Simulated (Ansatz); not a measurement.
## Electronic structure of AlH2N···CH4 in real space

```tsv
atom	x (Å)	y (Å)	z (Å)
Al	-1.1735	-0.2383	-1.1509
C	0.7222	0.5636	1.2373
N	-0.5140	-1.3707	-2.1102
H	0.9377	-0.1813	0.4649
H	-2.1366	0.8095	-0.5122
H	1.5770	0.6071	1.9124
H	0.5741	1.5463	0.7881
H	-0.1646	0.2787	1.8046
H	0.1776	-2.0150	-2.4339
```

The product side of a reaction path; geometry: PBE0-D4/def2-TZVP.

Theory: RKS PBE0-D4/def2-TZVPP in Ansatz.

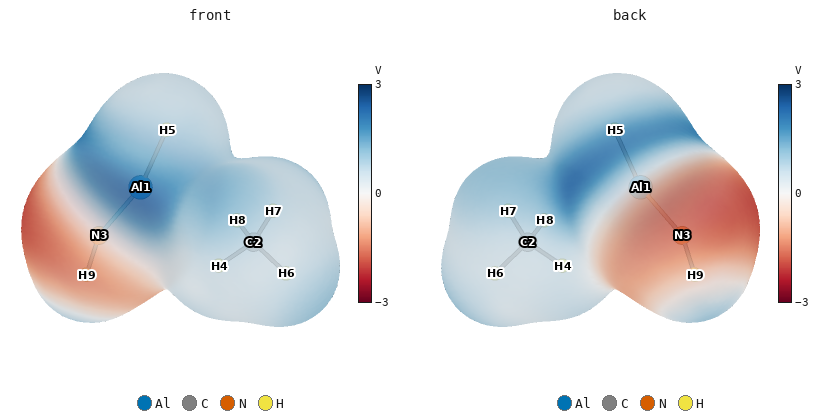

Figure 1. The electrostatic potential painted on the density surface at 0.002 e/bohr³, seen from the front and from behind; the colour scale runs from red (negative) to blue (positive).

Which sites attract a positive test charge, and which a negative one?

A positive charge is drawn to the negative regions and a negative charge to the positive ones. The most negative region (about −2.0 V, or −46 kcal/mol for a unit charge) lies over N3, the most positive (about +2.3 V, or +53 kcal/mol for a unit charge) over Al1. N3 is the likeliest acceptor of a hydrogen bond.

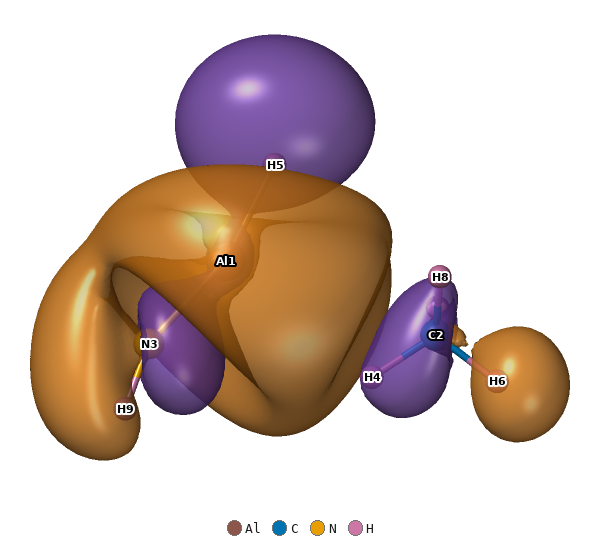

Figure 2. The LUMO at ±0.05 Å⁻³ᐟ² (orange and purple are the two phases), seen at an oblique angle.

Describe this orbital and give its energy.

Its weight (Hirshfeld) is mainly on Al1 (about 55 %), H5 (about 15 %) and N3 (about 15 %). Its energy is −1.06 eV.

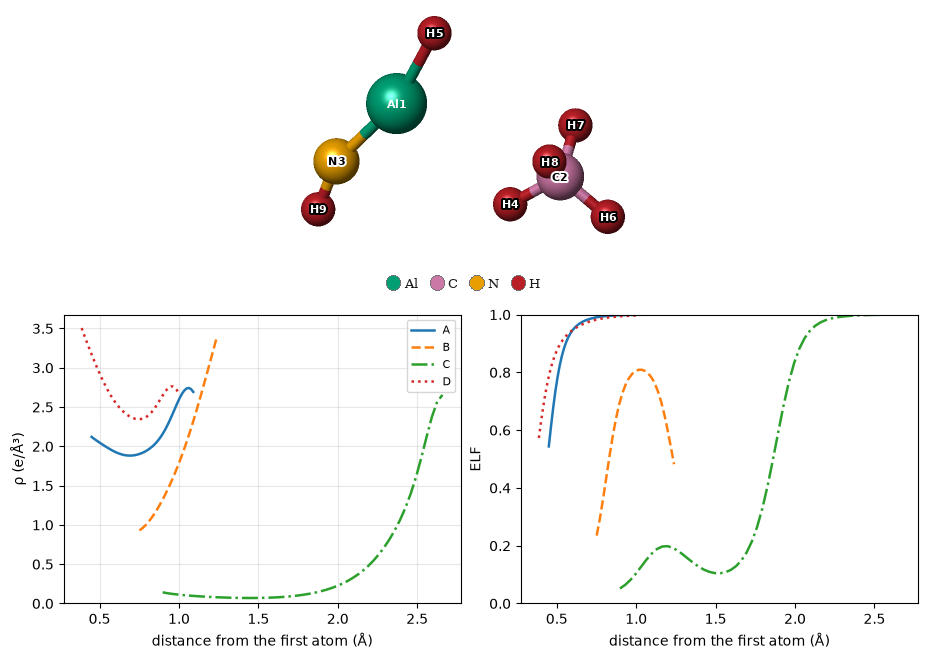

Figure 3. Total electron density and ELF along straight lines between neighbouring atoms. The curves leave out the atomic cores. The structure is drawn too.

Which curve belongs to which contact (Al–H, Al–N, C–H and N–H)? The first atom named is at distance zero.

Curve A: C–H (1.09 Å): ρ is about 2 e/Å³ halfway; the ELF climbs to about 1 towards the hydrogen, as it does in any bond to H (an ordinary covalent bond to hydrogen). Curve B: Al–N (1.62 Å): the density is about 1 e/Å³ at the midpoint; the ELF peaks at about 0.80 in the valence shell of N, 0.6 Å from its nucleus, and is about 0.45 at the midpoint. Curve C: Al1···H4 (2.66 Å): the density falls to about 0.07 e/Å³ on the way; the ELF climbs to about 1 towards the hydrogen. Curve D: N–H (1.00 Å): ρ at the midpoint is about 2.9 e/Å³; the ELF climbs to about 1 towards the hydrogen; an ordinary covalent bond to hydrogen.

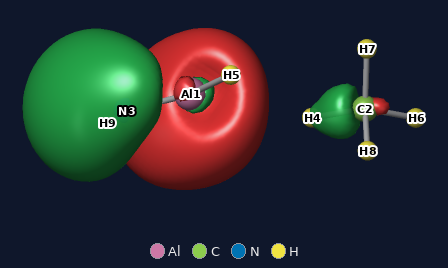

Figure 4. The HOMO−1 at ±0.08 Å⁻³ᐟ² (green and red are the two phases), seen from one side.

What is the character of this orbital?

It lies mainly on N3 (about 70 %) and Al1 (about 25 %). Its energy is −6.38 eV.
